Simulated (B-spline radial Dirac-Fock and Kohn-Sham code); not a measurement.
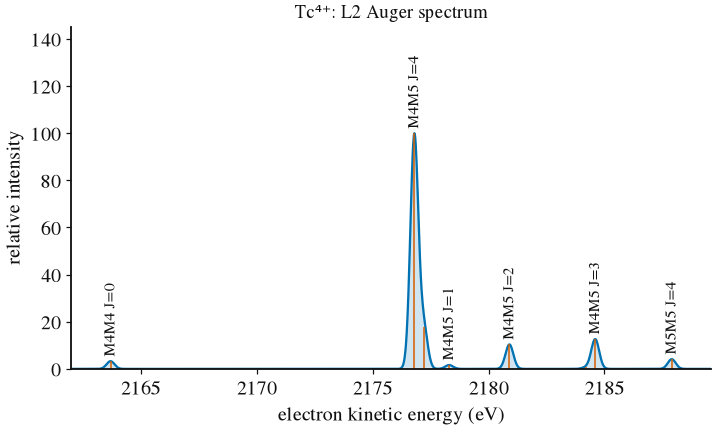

Figure. The Auger multiplet of an L2 hole with both final holes in M45, lines labelled by the leading pair of holes and J, broadened by 0.40 eV full width. Kinetic energies count from the vacuum level; very weak lines are left out. Lines are named by their largest jj component, which in light atoms can differ from the customary names. Species: Tc⁴⁺ ([Kr] 4d3). Method: Dirac–Fock ΔSCF energies in intermediate coupling of the two holes, Coulomb rates, valence shells as spectators (computed with a B-spline radial atomic code).

Describe what the figure shows.

The strongest line is L2-M4M5 J=4 at 2.1768 keV (66 % of the multiplet), followed by L2-M4M4 J=2 at 2.1772 keV (12 %), L2-M4M5 J=3 at 2.1846 keV (8.4 %), L2-M4M5 J=2 at 2.1809 keV (7.0 %). The lines shown span 2.164 keV to 2.188 keV.
